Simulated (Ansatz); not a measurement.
Take CdS in the wurtzite structure (space group P6_3mc, No. 186; a = 4.196 Å, c = 6.830 Å) as the base.

One thing is altered: Te replaces 33.3 % of the S, ordered in a cell of 12 atoms (starting symmetry Cm) and fully relaxed.

Method: Kohn–Sham DFT with the PBE functional, run in Ansatz (a program for electronic structure) with PAW and 420 eV plane waves, spin-orbit coupling left out.

The zone is the changed cell's own and can be folded.

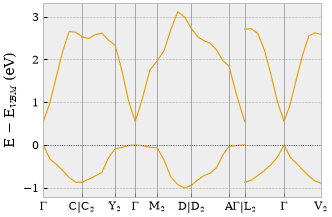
Figure. Highest valence and lowest conduction band along the path of the changed cell's own zone

Question: From the figure, how large is the changed gap, and is it direct?

Answer: About 0.5 eV, direct at Γ.

These are small ordered cells, not random alloys; other orderings at the same x differ. With Te present, leaving out spin-orbit coupling can change the band edges. No phonon test of stability was made. Labels are those of the standard path for the cell's own space group.
